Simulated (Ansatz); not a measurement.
# CH$_{7}$AlO: nudged elastic band

- system: CH$_{7}$AlO
- method: RHF/def2-mTZVP (Ansatz 0.2.0)

It belongs to a series of runs on one base structure; here: band between the two ends.

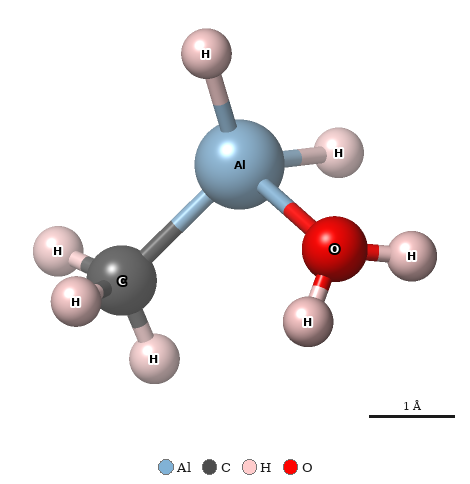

Fig. 1: The starting structure (ball-and-stick view, seen at a tilt). Sticks mark near contacts. Bond lengths as drawn: Al–C 1.98 Å, Al–H 1.59 to 1.60 Å, Al–O 2.04 Å, C–H 1.09 Å and H–O 0.95 Å.

Results in brief:

- outcome: converged
- barrier, forward: 1.331 eV
- barrier, backward: 2.280 eV
- hardware: 1 thread of Arm Neoverse V2, 24 GiB of memory available, shared host
- wall time: 85 s
- peak memory: 0.14 GiB

Notes:

The order of the saddle point was not checked.

Input:
```yaml
crystal:
  periodic: [false, false, false]
  atoms:
    - { symbol: Al, position_ang: [0.025885, -0.126009, 0.31298] }
    - { symbol: C, position_ang: [0.028257, 0.279568, 2.255289] }
    - { symbol: H, position_ang: [-0.899807, 0.00449, 2.753072] }
    - { symbol: H, position_ang: [0.840282, -0.212909, 2.788447] }
    - { symbol: H, position_ang: [0.161247, 1.344344, 2.434233] }
    - { symbol: H, position_ang: [1.395852, 0.011282, -0.486596] }
    - { symbol: H, position_ang: [-1.321743, 0.110812, -0.520554] }
    - { symbol: O, position_ang: [-0.184995, -2.153809, 0.430965] }
    - { symbol: H, position_ang: [-0.9211, -2.49466, -0.061128] }
    - { symbol: H, position_ang: [-0.234778, -2.510412, 1.308694] }
basis:
  gaussian: { orbitals: def2-mTZVP }
hamiltonian:
  xc: hf
neb:
  order_check: false
  images: 5
  f_tol: 0.05
  max_iterations: 60
  final_atoms:
    - { symbol: Al, position_ang: [-0.1331611, -0.62437899, -0.96835624] }
    - { symbol: C, position_ang: [0.09789384, -0.06651136, 3.1004738] }
    - { symbol: H, position_ang: [-0.95775448, -0.00573201, 3.32905037] }
    - { symbol: H, position_ang: [0.66768887, -0.02972215, 4.01845548] }
    - { symbol: H, position_ang: [0.38144001, 0.77019874, 2.47457656] }
    - { symbol: H, position_ang: [1.32652292, -0.06405985, -1.11239945] }
    - { symbol: H, position_ang: [-1.42760388, 0.25166439, -1.1801152] }
    - { symbol: O, position_ang: [-0.28054278, -2.25682711, -0.57026414] }
    - { symbol: H, position_ang: [-1.09079356, -2.72514418, -0.46508672] }
    - { symbol: H, position_ang: [0.30541016, -0.99679047, 2.58906752] }
  initial_path:
    images:
      - { positions_ang: [[0.025885, -0.126009, 0.31298], [0.028257, 0.279568, 2.255289], [-0.899807, 0.00449, 2.753072], [0.840282, -0.212909, 2.788447], [0.161247, 1.344344, 2.434233], [1.395852, 0.011282, -0.486596], [-1.321743, 0.110812, -0.520554], [-0.184995, -2.153809, 0.430965], [-0.9211, -2.49466, -0.061128], [-0.234778, -2.510412, 1.308694]] }
      - { positions_ang: [[0.01800121, -0.09169526, 0.20488566], [0.02111582, 0.19390886, 2.27294036], [-0.93133793, -0.08749084, 2.73091104], [0.81672937, -0.37095438, 2.75605517], [0.18999127, 1.2456107, 2.50887239], [1.38111592, -0.00879704, -0.58893802], [-1.33125184, 0.06458075, -0.60992892], [-0.2160092, -2.09035382, 0.51513528], [-0.84312916, -2.50560465, -0.05663709], [-0.21612546, -2.09650732, 1.48210613]] }
      - { positions_ang: [[0.01011741, -0.05738152, 0.09679132], [0.01397464, 0.10824972, 2.29059173], [-0.96286885, -0.17947167, 2.70875008], [0.79317674, -0.52899976, 2.72366334], [0.21873554, 1.1468774, 2.58351179], [1.36637984, -0.02887609, -0.69128005], [-1.34076069, 0.01834949, -0.69930385], [-0.24702341, -2.02689865, 0.59930556], [-0.76515831, -2.5165493, -0.05214619], [-0.19747292, -1.68260263, 1.65551827]] }
      - { positions_ang: [[0.00223362, -0.02306779, -0.01130302], [0.00683346, 0.02259059, 2.30824309], [-0.99439978, -0.27145251, 2.68658911], [0.76962411, -0.68704514, 2.69127151], [0.24747981, 1.0481441, 2.65815118], [1.35164377, -0.04895513, -0.79362207], [-1.35026953, -0.02788176, -0.78867877], [-0.27803761, -1.96344347, 0.68347584], [-0.68718747, -2.52749394, -0.04765528], [-0.17882038, -1.26869795, 1.8289304]] }
      - { positions_ang: [[-0.04289796, -0.22350485, -0.33032076], [0.03718692, -0.00711006, 2.57231999], [-0.98218468, -0.18287901, 2.90074287], [0.7356457, -0.46793748, 3.13366617], [0.29213321, 0.95549564, 2.59695964], [1.34327015, -0.05399004, -0.89988119], [-1.37604765, 0.06530029, -0.91915758], [-0.27887267, -2.06123802, 0.26556251], [-0.82172283, -2.59337736, -0.1867991], [-0.0174102, -1.17806212, 2.08230944]] }
      - { positions_ang: [[-0.08802953, -0.42394192, -0.6493385], [0.06754038, -0.03681071, 2.8363969], [-0.96996958, -0.09430551, 3.11489662], [0.70166729, -0.24882982, 3.57606083], [0.33678661, 0.86284719, 2.5357681], [1.33489654, -0.05902495, -1.00614032], [-1.40182577, 0.15848234, -1.04963639], [-0.27970773, -2.15903257, -0.15235081], [-0.9562582, -2.65926077, -0.32594291], [0.14399998, -1.0874263, 2.33568848]] }
      - { positions_ang: [[-0.1331611, -0.62437899, -0.96835624], [0.09789384, -0.06651136, 3.1004738], [-0.95775448, -0.00573201, 3.32905037], [0.66768887, -0.02972215, 4.01845548], [0.38144001, 0.77019874, 2.47457656], [1.32652292, -0.06405985, -1.11239945], [-1.42760388, 0.25166439, -1.1801152], [-0.28054278, -2.25682711, -0.57026414], [-1.09079356, -2.72514418, -0.46508672], [0.30541016, -0.99679047, 2.58906752]] }
```

Launched with:
```bash
ansatz run input.yaml --threads 1 --pin off --max-ram 2048MiB --backend cpu --events-out ev --progress --plain --runs-dir out
```

The program's output:
```
Engine: ansatz 0.2.0, aarch64-unknown-linux-gnu
Functional definition: HF
  exchange = exact_x
  correlation = 0
884 factors; integrals over basis functions are off by at most 5.6e-4 eV
mean field evaluation 1: about -9759.1886 eV, gradient 3.8e1 eV
mean field evaluation 2: about -9759.3339 eV, gradient 3.8e1 eV
mean field evaluation 4: about -9762.5474 eV, gradient 3.1e0 eV
mean field evaluation 8: about -9762.5831 eV, gradient 1.8e-1 eV
mean field -9762.58325362 eV, -358.7683172540 hartree, gradient 6.1e-5 eV, S^2 0.000000; 0 other end points of the search recorded, 0 dependent functions left out
the calculation of the forces begins
reference -9762.58325362 eV, -358.7683172540 hartree; 17, 17 occupied and 69, 69 virtual orbitals, 884 factors
879 factors; integrals over basis functions are off by at most 9.3e-4 eV
mean field evaluation 16: about -9763.4856 eV, gradient 3.5e0 eV
mean field -9763.53207626 eV, -358.8031858430 hartree, gradient 1.4e-5 eV, S^2 0.000000; 0 other end points of the search recorded, 0 dependent functions left out
[... from here on the field's lines of each further geometry are left out, up to the last ...]
NEB iter   1: max|band force component| = 7.356e0 eV/Å  barrier→ = 3.7606 eV  barrier← = 4.7094 eV  Δτ_max = 0.2000 Å  (233 SCF iters)
NEB iter   2: max|band force component| = 3.126e0 eV/Å  barrier→ = 2.6136 eV  barrier← = 3.5624 eV  Δτ_max = 0.2000 Å  (171 SCF iters)
NEB iter   3: max|band force component| = 3.164e0 eV/Å  barrier→ = 1.2609 eV  barrier← = 2.2098 eV  Δτ_max = 0.1111 Å  (172 SCF iters)
NEB iter   4: max|band force component| = 1.951e0 eV/Å  barrier→ = 1.0297 eV  barrier← = 1.9786 eV  Δτ_max = 0.1021 Å  (171 SCF iters)
NEB iter   5: max|band force component| = 1.432e0 eV/Å  barrier→ = 1.1358 eV  barrier← = 2.0846 eV  Δτ_max = 0.1014 Å  (173 SCF iters)
NEB iter   6: max|band force component| = 7.339e-1 eV/Å  barrier→ = 1.2041 eV  barrier← = 2.1529 eV  Δτ_max = 0.1001 Å  (164 SCF iters)
NEB iter   7: max|band force component| = 1.137e0 eV/Å  barrier→ = 1.2170 eV  barrier← = 2.1658 eV  CI = image 2  Δτ_max = 0.0769 Å  (176 SCF iters)
NEB iter   8: max|band force component| = 8.329e-1 eV/Å  barrier→ = 1.2923 eV  barrier← = 2.2411 eV  CI = image 2  Δτ_max = 0.1738 Å  (175 SCF iters)
NEB iter   9: max|band force component| = 1.558e0 eV/Å  barrier→ = 1.3560 eV  barrier← = 2.3049 eV  CI = image 2  Δτ_max = 0.0818 Å  (176 SCF iters)
NEB iter  10: max|band force component| = 4.393e-1 eV/Å  barrier→ = 1.3394 eV  barrier← = 2.2882 eV  CI = image 2  Δτ_max = 0.0534 Å  (177 SCF iters)
NEB iter  11: max|band force component| = 1.076e-1 eV/Å  barrier→ = 1.3399 eV  barrier← = 2.2887 eV  CI = image 2  Δτ_max = 0.0522 Å  (178 SCF iters)
NEB iter  12: max|band force component| = 1.437e-1 eV/Å  barrier→ = 1.3365 eV  barrier← = 2.2853 eV  CI = image 2  Δτ_max = 0.0261 Å  (179 SCF iters)
NEB iter  13: max|band force component| = 7.619e-2 eV/Å  barrier→ = 1.3343 eV  barrier← = 2.2831 eV  CI = image 2  Δτ_max = 0.0303 Å  (169 SCF iters)
NEB iter  14: max|band force component| = 6.841e-2 eV/Å  barrier→ = 1.3328 eV  barrier← = 2.2816 eV  CI = image 2  Δτ_max = 0.0428 Å  (167 SCF iters)
NEB iter  15: max|band force component| = 5.126e-2 eV/Å  barrier→ = 1.3320 eV  barrier← = 2.2808 eV  CI = image 2  Δτ_max = 0.0314 Å  (168 SCF iters)
the calculation of the forces begins
reference -9763.52497800 eV, -358.8029249867 hartree; 17, 17 occupied and 69, 69 virtual orbitals, 882 factors
884 factors; integrals over basis functions are off by at most 6.0e-4 eV
mean field -9761.25205359 eV, -358.7193965551 hartree, gradient 1.1e-5 eV, S^2 0.000000; 1 other end points of the search recorded, 0 dependent functions left out
the calculation of the forces begins
reference -9761.25205359 eV, -358.7193965551 hartree; 17, 17 occupied and 69, 69 virtual orbitals, 884 factors
NEB iter  16: max|band force component| = 3.546e-2 eV/Å  barrier→ = 1.3312 eV  barrier← = 2.2800 eV  CI = image 2  Δτ_max = 0.0000 Å  (366 SCF iters)
```

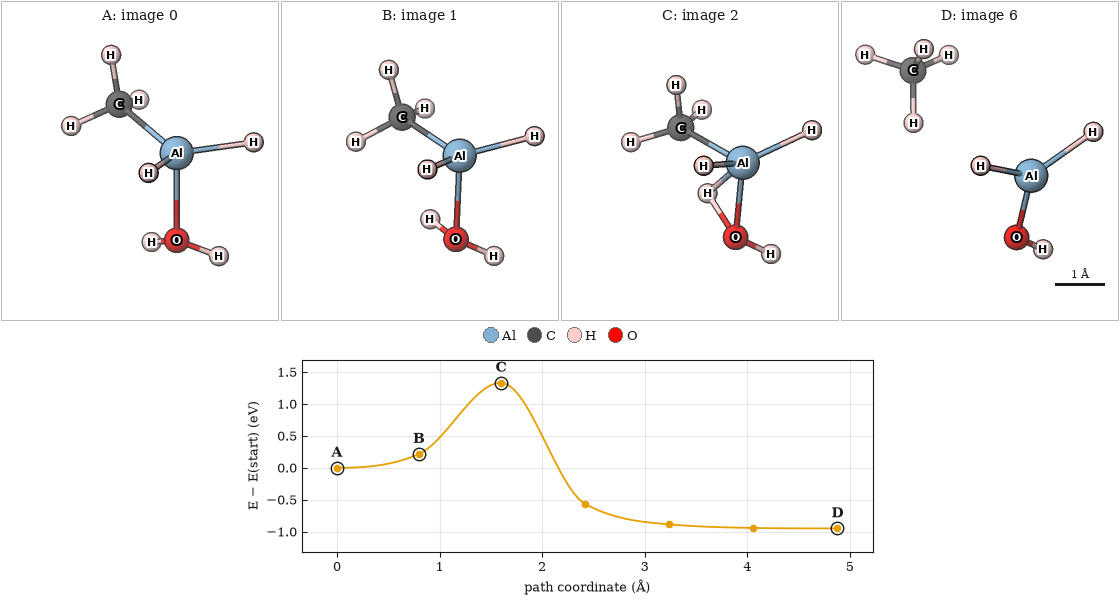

Fig. 2: Images of the last band (counted from 0; ball-and-stick, seen at a tilt) above the energy along the path; the line is a cubic interpolation that uses the forces. The highest image is number 2, 1.331 eV above the start and 2.280 eV above the end (the climbing image); the end lies 0.949 eV below the start. The path is 4.88 Å long. The band converged in 16 iterations.

```
Total energy: -9761.25205359 eV, -358.7193965551 hartree
Atom 0 at     0.006607    -0.271209     0.055295 Å, force     0.003087    -0.012446     0.001291 eV/Å
Atom 1 at    -0.038443    -0.154075     2.225829 Å, force     0.016865     0.001473     0.001510 eV/Å
Atom 2 at    -0.983702    -0.151746     2.755869 Å, force    -0.001481    -0.003659     0.002915 eV/Å
Atom 3 at     0.741386    -0.484619     2.902603 Å, force    -0.000310     0.003812     0.000927 eV/Å
Atom 4 at     0.192939     0.897998     2.036994 Å, force    -0.010104     0.000237     0.001438 eV/Å
Atom 5 at     1.413391     0.173888    -0.494205 Å, force     0.004205    -0.002218     0.000958 eV/Å
Atom 6 at    -1.353497     0.283639    -0.527317 Å, force    -0.002106     0.003744    -0.003700 eV/Å
Atom 7 at    -0.091866    -2.065840     0.479731 Å, force     0.012171     0.006875    -0.043233 eV/Å
Atom 8 at    -0.871090    -2.578040     0.317198 Å, force    -0.003442    -0.001204     0.020536 eV/Å
Atom 9 at    -0.126626    -1.397298     1.463404 Å, force    -0.018884     0.003387     0.017358 eV/Å
Dipole moment:    -0.271184    -0.281372     0.182601 e Å
this run last wrote the band of iteration 16 to [file]
```

The last band as extended XYZ (Å, eV, eV/Å):
```
10
Properties=species:S:1:pos:R:3:forces:R:3 image=0 energy=-9762.58325
Al    0.0259   -0.1260    0.3130   -0.0004  -0.0128  -0.0093
C     0.0283    0.2796    2.2553    0.0011   0.0091  -0.0061
H    -0.8998    0.0045    2.7531   -0.0048  -0.0021   0.0048
H     0.8403   -0.2129    2.7884    0.0040  -0.0029   0.0029
H     0.1612    1.3443    2.4342   -0.0014  -0.0024  -0.0018
H     1.3959    0.0113   -0.4866   -0.0051   0.0041   0.0034
H    -1.3217    0.1108   -0.5206    0.0064   0.0056   0.0051
O    -0.1850   -2.1538    0.4310    0.0018   0.0020   0.0003
H    -0.9211   -2.4947   -0.0611   -0.0003  -0.0023   0.0003
H    -0.2348   -2.5104    1.3087   -0.0014   0.0015   0.0003
10
Properties=species:S:1:pos:R:3:forces:R:3 image=1 energy=-9762.36632
Al    0.0197   -0.1273    0.1957    0.0091   0.1548   0.1410
C    -0.0066    0.0889    2.1878    0.0439   0.2449  -0.0405
H    -0.9666   -0.0987    2.6706    0.0141   0.0515  -0.0841
H     0.7475   -0.4557    2.7615    0.0076   0.0432  -0.1405
H     0.2132    1.1350    2.3531    0.0084   0.2401   0.3104
H     1.4067    0.1252   -0.5338   -0.0183  -0.0477  -0.0504
H    -1.3347    0.2258   -0.5692    0.0113  -0.0718  -0.0444
O    -0.1198   -2.1021    0.4923   -0.0158  -0.0363   0.0153
H    -0.8996   -2.5691    0.2223   -0.0170  -0.0040  -0.0765
H    -0.1706   -1.9694    1.4351   -0.0434  -0.5746  -0.0303
10
Properties=species:S:1:pos:R:3:forces:R:3 image=2 energy=-9761.25205
Al    0.0066   -0.2712    0.0553    0.0031  -0.0124   0.0013
C    -0.0384   -0.1541    2.2258    0.0169   0.0015   0.0015
H    -0.9837   -0.1517    2.7559   -0.0015  -0.0037   0.0029
H     0.7414   -0.4846    2.9026   -0.0003   0.0038   0.0009
H     0.1929    0.8980    2.0370   -0.0101   0.0002   0.0014
H     1.4134    0.1739   -0.4942    0.0042  -0.0022   0.0010
H    -1.3535    0.2836   -0.5273   -0.0021   0.0037  -0.0037
O    -0.0919   -2.0658    0.4797    0.0122   0.0069  -0.0432
H    -0.8711   -2.5780    0.3172   -0.0034  -0.0012   0.0205
H    -0.1266   -1.3973    1.4634   -0.0189   0.0034   0.0174
10
Properties=species:S:1:pos:R:3:forces:R:3 image=3 energy=-9763.14791
Al   -0.0127   -0.4565   -0.2335   -0.0226  -0.2485  -0.3671
C    -0.0453   -0.1959    2.4214    0.0058  -0.0498   0.2343
H    -0.9978   -0.1197    2.9192   -0.0158   0.0649   0.1980
H     0.7530   -0.3993    3.1149    0.0118   0.1183   0.2618
H     0.1671    0.7559    1.9413   -0.0181  -0.1660  -0.1312
H     1.4003    0.1823   -0.4845   -0.0016  -0.0202   0.0076
H    -1.3641    0.3104   -0.5015   -0.0031   0.0336   0.0246
O    -0.0637   -2.1377    0.0588    0.0077  -0.0835  -0.5042
H    -0.8622   -2.6167    0.2021   -0.0062  -0.0552  -0.1208
H    -0.0854   -1.0702    1.7773    0.0422   0.4064   0.3970
10
Properties=species:S:1:pos:R:3:forces:R:3 image=4 energy=-9763.46920
Al   -0.0378   -0.5282   -0.4959    0.0049  -0.0226  -0.0713
C    -0.0137   -0.1506    2.6622    0.0048   0.0158   0.0327
H    -0.9851   -0.0005    3.1103    0.0007   0.0166   0.0356
H     0.7425   -0.2332    3.4286   -0.0032   0.0318   0.0531
H     0.2222    0.7016    2.0350    0.0018  -0.0052   0.0209
H     1.3928    0.0962   -0.6633   -0.0014  -0.0113  -0.0259
H    -1.3689    0.3082   -0.6179   -0.0011  -0.0004  -0.0122
O    -0.1194   -2.1975   -0.2415   -0.0350   0.0171  -0.0433
H    -0.9211   -2.6712   -0.0979    0.0149  -0.0336  -0.0503
H    -0.0224   -1.0720    2.0958    0.0136  -0.0082   0.0607
10
Properties=species:S:1:pos:R:3:forces:R:3 image=5 energy=-9763.52498
Al   -0.1146   -0.5662   -0.7053   -0.0034   0.0010  -0.0087
C     0.0604   -0.1125    2.8645    0.0017   0.0023   0.0090
H    -0.9886    0.0607    3.0626    0.0000   0.0010  -0.0003
H     0.6091   -0.1110    3.7957   -0.0030   0.0051   0.0119
H     0.4448    0.6787    2.2325    0.0038   0.0013   0.0074
H     1.3192    0.0484   -0.8826   -0.0014  -0.0020  -0.0085
H    -1.4416    0.2806   -0.7996   -0.0016  -0.0007  -0.0062
O    -0.1977   -2.2275   -0.4264    0.0046  -0.0020  -0.0079
H    -0.9891   -2.7245   -0.3104   -0.0066  -0.0044  -0.0077
H     0.1871   -1.0739    2.3844    0.0060  -0.0016   0.0110
10
Properties=species:S:1:pos:R:3:forces:R:3 image=6 energy=-9763.53208
Al   -0.1332   -0.6244   -0.9684   -0.0021  -0.0174   0.0165
C     0.0979   -0.0665    3.1005   -0.0067   0.0085  -0.0087
H    -0.9578   -0.0057    3.3291    0.0035   0.0025  -0.0030
H     0.6677   -0.0297    4.0185    0.0032  -0.0009   0.0087
H     0.3814    0.7702    2.4746   -0.0017  -0.0002   0.0047
H     1.3265   -0.0641   -1.1124   -0.0028  -0.0002  -0.0026
H    -1.4276    0.2517   -1.1801    0.0011  -0.0033  -0.0053
O    -0.2805   -2.2568   -0.5703    0.0062   0.0211  -0.0108
H    -1.0908   -2.7251   -0.4651   -0.0044   0.0003   0.0024
H     0.3054   -0.9968    2.5891    0.0038  -0.0105  -0.0019
```
